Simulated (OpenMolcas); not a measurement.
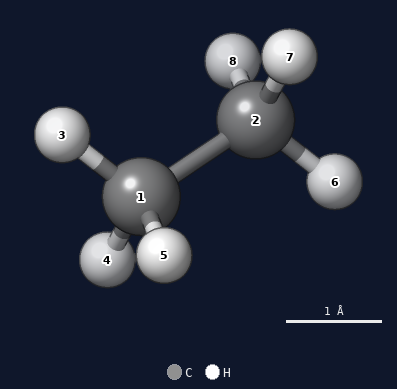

**Figure 1.** The structure (ball-and-stick view, seen at an oblique angle; atoms are numbered from 1 in the order of the input). Bond lengths as drawn: C–C 1.52 Å and C–H 1.09 Å.

# Run report: C₂H₆, excited-state calculation (part 1 of 2)

- system: C₂H₆, multiplicity 3
- method: CASPT2/ANO-R1, sfX2C (OpenMolcas 26.06)

The geometry is that of the parent species in another charge or spin state. The geometry comes from this level: PBE0-D4/def2-TZVP.

The program's output
```
--- Start Module: gateway ---

                                              &GATEWAY

                       available to each process: 1.9 GB of memory, 1 thread

++    Symmetry information:
      ---------------------

                    Character Table for C1

                             E
                    a        1  x, y, xy, Rz, z, xz, Ry, yz, Rx, I
--

++    Basis set information:
      ----------------------

      Basis set label: C.ANO-R...3S2P1D.

      Electronic valence basis set:
      ------------------
      Associated Effective Charge   6.000000 au
      Associated Actual Charge      6.000000 au
      Nuclear Model: Finite nucleus - Gaussian distribution
        Gaussian exponent, Xi/bohr**(-2):  6.80775E+08

      Shell  nPrim  nBasis  Cartesian Spherical Contaminant
         s      12       3        X
         p       7       2        X
         d       3       1                 X

      Basis set label: H.ANO-R...2S1P.

      Electronic valence basis set:
      ------------------
      Associated Effective Charge   1.000000 au
      Associated Actual Charge      1.000000 au
      Nuclear Model: Finite nucleus - Gaussian distribution
        Gaussian exponent, Xi/bohr**(-2):  2.12482E+09

      Shell  nPrim  nBasis  Cartesian Spherical Contaminant
         s       7       2        X
         p       4       1        X
--

++    Molecular structure info:
      -------------------------

                    ************************************************
                    **** Cartesian Coordinates / bohr, angstrom ****
                    ************************************************

     Center  Label                x              y              z                     x              y              z
        1      C1              -0.617562       0.249822      -1.270841             -0.326800       0.132200      -0.672500
        2      C2               0.617562      -0.249822       1.270841              0.326800      -0.132200       0.672500
        3      H3               0.133226      -1.000799      -2.732355              0.070500      -0.529600      -1.445900
        4      H4              -2.659034      -0.048566      -1.188638             -1.407100      -0.025700      -0.629000
        5      H5              -0.299711       2.192460      -1.894261             -0.158600       1.160200      -1.002400
        6      H6              -0.133037       1.000799       2.732355             -0.070400       0.529600       1.445900
        7      H7               2.659034       0.048377       1.188449              1.407100       0.025600       0.628900
        8      H8               0.299522      -2.192271       1.894450              0.158500      -1.160100       1.002500

                    ***************************************
                    *    InterNuclear Distances / bohr    *
                    ***************************************

               1 C1            2 C2            3 H3            4 H4            5 H5            6 H6
    1 C1       0.000000
    2 C2       2.869725        0.000000
    3 H3       2.064887        4.101722        0.000000
    4 H4       2.064800        4.101905        3.329643        0.000000
    5 H5       2.064831        4.101707        3.329676        3.329641        0.000000
    6 H6       4.101745        2.064818        5.825834        4.780796        4.780525        0.000000
    7 H7       4.101801        2.064780        4.780500        5.825957        4.780624        3.329626
    8 H8       4.101698        2.064739        4.780647        4.780581        5.825744        3.329398

               7 H7            8 H8
    7 H7       0.000000
    8 H8       3.329601        0.000000

                    *******************************************
                    *    InterNuclear Distances / angstrom    *
                    *******************************************

               1 C1            2 C2            3 H3            4 H4            5 H5            6 H6
    1 C1       0.000000
    2 C2       1.518593        0.000000
    3 H3       1.092691        2.170538        0.000000
    4 H4       1.092645        2.170634        1.761971        0.000000
    5 H5       1.092662        2.170530        1.761988        1.761970        0.000000
    6 H6       2.170550        1.092655        3.082899        2.529888        2.529745        0.000000
    7 H7       2.170579        1.092634        2.529732        3.082964        2.529797        1.761962
    8 H8       2.170525        1.092613        2.529810        2.529774        3.082851        1.761841

               7 H7            8 H8
    7 H7       0.000000
    8 H8       1.761949        0.000000

                    **************************************
                    *    Valence Bond Angles / degree    *
                    **************************************
                          Atom centers                 Phi
                      2 C2       1 C1       3 H3       111.40
                      2 C2       1 C1       4 H4       111.41
                      2 C2       1 C1       5 H5       111.41
                      3 H3       1 C1       4 H4       107.47
                      3 H3       1 C1       5 H5       107.47
                      4 H4       1 C1       5 H5       107.47
                      1 C1       2 C2       6 H6       111.41
                      1 C1       2 C2       7 H7       111.41
                      1 C1       2 C2       8 H8       111.41
                      6 H6       2 C2       7 H7       107.47
                      6 H6       2 C2       8 H8       107.46
                      7 H7       2 C2       8 H8       107.47

           ***************************************************************
           *              Valence Dihedral Angles / degree               *
           ***************************************************************
                    Atom centers                       Phi1     Phi2     Theta
           3 H3       1 C1       2 C2       6 H6        111.40   111.41   180.00
           3 H3       1 C1       2 C2       7 H7        111.40   111.41    59.99
           3 H3       1 C1       2 C2       8 H8        111.40   111.41   -60.01
           4 H4       1 C1       2 C2       6 H6        111.41   111.41   -60.00
           4 H4       1 C1       2 C2       7 H7        111.41   111.41   179.99
           4 H4       1 C1       2 C2       8 H8        111.41   111.41    59.99
           5 H5       1 C1       2 C2       6 H6        111.41   111.41    60.00
           5 H5       1 C1       2 C2       7 H7        111.41   111.41   -60.00
           5 H5       1 C1       2 C2       8 H8        111.41   111.41   179.99
--

            Nuclear Potential Energy             42.32852950 au

--- Stop Module: gateway /rc=_RC_ALL_IS_WELL_ ---

--- Start Module: seward ---

                                              &SEWARD

                       available to each process: 1.9 GB of memory, 1 thread

               SEWARD will generate:
                  Multipole Moment integrals up to order  2
                  Kinetic Energy integrals
                  Nuclear Attraction integrals (finite nuclei - Gaussian type)
                  One-Electron Hamiltonian integrals
                  Velocity integrals
                  Relativistic X2C integrals
                  Orbital angular momentum around ( -0.0000  -0.0000  -0.0000 )
                  Velocity quadrupole around ( -0.0000  -0.0000  -0.0000 )
                  Atomic mean-field integrals
                  Two-Electron Repulsion integrals

                   Integrals are discarded if absolute value <: 1.00E-14
                   Integral cutoff threshold is set to       <: 1.00E-16

            Nuclear Potential Energy             42.32852950 au

      Basis set specifications :
      Symmetry species         a
      Basis functions           58

--- Stop Module: seward /rc=_RC_ALL_IS_WELL_ ---
--- Module seward spent 2 seconds ---

--- Start Module: rasscf ---

                                              &RASSCF

                       available to each process: 1.9 GB of memory, 1 thread

      Header of the ONEINT file:
      --------------------------

      OrdInt status: non-squared

      Cartesian coordinates in angstrom:
      -----------------------------------------------------
      No.  Label        X            Y            Z
      -----------------------------------------------------
       1   C1        -0.32680000   0.13220000  -0.67250000
       2   C2         0.32680000  -0.13220000   0.67250000
       3   H3         0.07050000  -0.52960000  -1.44590000
       4   H4        -1.40710000  -0.02570000  -0.62900000
       5   H5        -0.15860000   1.16020000  -1.00240000
       6   H6        -0.07040000   0.52960000   1.44590000
       7   H7         1.40710000   0.02560000   0.62890000
       8   H8         0.15850000  -1.16010000   1.00250000
      -----------------------------------------------------
      Nuclear repulsion energy =   42.32852950

++    Wave function specifications:
      -----------------------------

      Number of closed shell electrons          10
      Number of electrons in active shells       8
      Max number of holes in RAS1 space          0
      Max nr of electrons in RAS3 space          0
      Number of inactive orbitals                5
      Number of active orbitals                  8
      Number of secondary orbitals              45
      Spin quantum number                      1.0
      State symmetry                             1
--

++    Orbital specifications:
      -----------------------

      Symmetry species                           1
                                                 a
      Frozen orbitals                            0
      Inactive orbitals                          5
      Active orbitals                            8
      RAS1 orbitals                              0
      RAS2 orbitals                              8
      RAS3 orbitals                              0
      Secondary orbitals                        45
      Deleted orbitals                           0
      Number of basis functions                 58
--

++    CI expansion specifications:
      ----------------------------

      Number of CSFs                          2352
      Number of determinants                  3136
      Number of root(s) required                 1
      Root chosen for geometry opt.              1
      CI root used                               1

      highest root included in the CI            1
      max. size of the explicit Hamiltonian    200
--

++    Optimization specifications:
      ----------------------------

      RASSCF algorithm: Conventional
      Maximum number of macro iterations       200
      Maximum number of SX iterations          100
      Threshold for RASSCF energy            1.000E-08
      Threshold for max MO rotation          1.000E-01
      Threshold for max BLB element          1.000E-04
      Level shift parameter                  5.000E-01
      Make Quasi-Newton update
--

      The MO-coefficients are taken from the file:
      step2.RasOrb
      Title: RASSCF average (pseudo-natural) orbitals

      Total molecular charge    0.00

      ************************************************************************************************************************
      *                                            Wave function control section                                             *
      ************************************************************************************************************************

                                         RASSCF iterations: Energy and convergence statistics
                                         ----------------------------------------------------

          iter iter root      energy       change     param      element    value   shift minimum  type update hh:mm:ss
 Nr of preliminary CI iterations:   4
        1   1   25    1   -78.95914497    0.00E+00  -1.20E-01*   9  26 1  3.46E-02*  0.37   0.00    SX    NO    0:00:00
        2   3   15    1   -78.96700970   -7.86E-03*  8.34E-02   10  17 1 -9.45E-03*  0.38   0.00    SX    NO    0:00:00
        3   3   15    1   -78.96855030   -1.54E-03*  5.67E-02   10  17 1 -7.84E-03*  0.38   0.00    SX    NO    0:00:00
        4   4   14    1   -78.96937735   -8.27E-04*  3.78E-02   10  17 1 -6.78E-03*  0.38   0.00    SX    NO    0:00:00
        5   5   14    1   -78.96995572   -5.78E-04*  1.31E-01*  10  17 1 -5.92E-03*  0.38   2.50    QN   YES    0:00:00
        6   7   15    1   -78.97168815   -1.73E-03*  1.23E-01*   1   8 1  3.42E-03*  0.39   1.57    QN   YES    0:00:00
        7   6   17    1   -78.97247784   -7.90E-04*  9.82E-02    1   8 1  1.28E-02*  0.39   1.33    QN   YES    0:00:00
        8   6   19    1   -78.97304294   -5.65E-04*  1.82E-01*   1   8 1  9.28E-03*  0.39   2.25    QN   YES    0:00:00
        9   6   21    1   -78.97408729   -1.04E-03*  1.86E-01*  10  23 1 -3.64E-03*  0.40   1.71    QN   YES    0:00:00
       10   6   19    1   -78.97515389   -1.07E-03*  1.38E-01*   1   8 1 -7.43E-03*  0.40   1.57    QN   YES    0:00:00
       11   5   19    1   -78.97626252   -1.11E-03*  8.54E-02    1   8 1 -1.78E-02*  0.40   1.69    QN   YES    0:00:00
       12   5   20    1   -78.97746558   -1.20E-03*  9.15E-02    1   8 1 -2.33E-02*  0.40   1.91    QN   YES    0:00:00
       13   5   20    1   -78.97860786   -1.14E-03*  7.31E-02    1   8 1 -1.81E-02*  0.40   1.84    QN   YES    0:00:00
       14   5   21    1   -78.97943374   -8.26E-04*  4.41E-02    1   8 1 -9.32E-03*  0.40   1.71    QN   YES    0:00:00
       15   5   21    1   -78.97996026   -5.27E-04*  6.59E-02   10  18 1 -6.24E-03*  0.40   1.63    QN   YES    0:00:00
       16   5   21    1   -78.98033715   -3.77E-04* -3.57E-02   10  18 1 -5.74E-03*  0.40   1.41    QN   YES    0:00:00
       17   5   21    1   -78.98068076   -3.44E-04* -1.85E-02    1   8 1  1.13E-02*  0.40   1.35    QN   YES    0:00:00
       18   5   21    1   -78.98092787   -2.47E-04* -1.49E-02    1   8 1  5.37E-03*  0.39   1.88    LS   YES    0:00:00
       19   5   21    1   -78.98099928   -7.14E-05*  1.83E-02   10  26 1 -1.57E-03*  0.39   1.12    QN   YES    0:00:00
       20   4   20    1   -78.98108263   -8.33E-05*  1.70E-02    1   8 1 -1.17E-03*  0.39   1.98    LS   YES    0:00:00
       21   4   20    1   -78.98111062   -2.80E-05* -8.09E-03    1   8 1 -2.85E-03*  0.39   1.08    QN   YES    0:00:00
       22   4   19    1   -78.98113645   -2.58E-05* -1.15E-02    1   8 1 -1.44E-03*  0.39   2.50    LS   YES    0:00:00
       23   5   19    1   -78.98115243   -1.60E-05*  3.99E-03   10  18 1 -6.45E-04*  0.39   1.14    QN   YES    0:00:00
       24   4   19    1   -78.98116580   -1.34E-05*  5.45E-03    1   8 1  1.16E-03*  0.39   2.41    LS   YES    0:00:00
       25   5   20    1   -78.98117299   -7.19E-06* -2.40E-03    1   8 1  1.97E-03*  0.39   1.06    QN   YES    0:00:00
       26   4   19    1   -78.98117995   -6.96E-06* -3.52E-03    1   8 1  5.50E-04*  0.39   2.50    LS   YES    0:00:00
       27   5   19    1   -78.98118399   -4.04E-06* -1.89E-03    1   8 1 -1.54E-03*  0.39   1.05    QN   YES    0:00:00
       28   4   18    1   -78.98118723   -3.24E-06* -2.79E-03    1   8 1 -7.32E-04*  0.39   2.50    LS   YES    0:00:00
       29   5   18    1   -78.98118954   -2.31E-06*  1.70E-03    1   8 1  4.62E-04*  0.39   1.28    QN   YES    0:00:00
       30   5   18    1   -78.98119150   -1.97E-06*  2.05E-03    1   8 1  4.80E-04*  0.39   2.22    LS   YES    0:00:00
       31   5   15    1   -78.98119245   -9.44E-07*  9.56E-04    1   8 1  5.01E-04*  0.39   1.10    QN   YES    0:00:00
       32   5   16    1   -78.98119352   -1.07E-06*  9.95E-04    1   8 1  1.97E-04*  0.39   2.05    LS   YES    0:00:00
       33   5   17    1   -78.98119398   -4.62E-07*  6.86E-04   10  49 1  1.28E-04*  0.39   1.16    QN   YES    0:00:00
       34   4   16    1   -78.98119446   -4.80E-07*  8.23E-04    1   8 1 -1.81E-04*  0.39   2.21    LS   YES    0:00:00
       35   4   16    1   -78.98119466   -2.04E-07* -5.52E-04    1   8 1 -2.56E-04*  0.39   1.00    QN   YES    0:00:00
       36   4   13    1   -78.98119490   -2.42E-07* -5.36E-04    5   8 1 -5.11E-05   0.39   1.97    LS   YES    0:00:00
       37   4   15    1   -78.98119499   -8.63E-08* -4.48E-04    1   8 1  2.14E-04*  0.39   1.08    QN   YES    0:00:00
       38   4   15    1   -78.98119510   -1.09E-07* -6.11E-04    1   8 1  9.72E-05   0.39   2.37    LS   YES    0:00:00
       39   4   15    1   -78.98119516   -5.68E-08*  2.64E-04    1   8 1 -6.25E-05   0.39   1.03    QN   YES    0:00:00
       40   3   12    1   -78.98119521   -5.88E-08*  3.95E-04    1   8 1 -5.61E-05   0.39   2.50    LS   YES    0:00:00
       41   4   14    1   -78.98119525   -3.83E-08*  2.54E-04    1   8 1 -4.61E-05   0.39   1.10    QN   YES    0:00:00
       42   3   14    1   -78.98119529   -3.25E-08*  3.63E-04    1  12 1  2.16E-05   0.39   2.43    LS   YES    0:00:00
       43   3   14    1   -78.98119530   -1.31E-08* -6.55E-05    1   8 1  5.88E-05   0.39   0.84    QN   YES    0:00:00
       44   1   11    1   -78.98119531   -1.13E-08* -1.63E-04    1   8 1  1.57E-05   0.39   1.89    QN   YES    0:00:00
       45   3    9    1   -78.98119532   -8.97E-09   1.66E-04    1   8 1 -1.53E-05   0.39   1.25    QN   YES    0:00:00
      Convergence after 45 iterations
       46   3    9    1   -78.98119532   -4.56E-09   1.66E-04    1   8 1 -1.83E-05   0.39   1.25    QN   YES    0:00:00
```
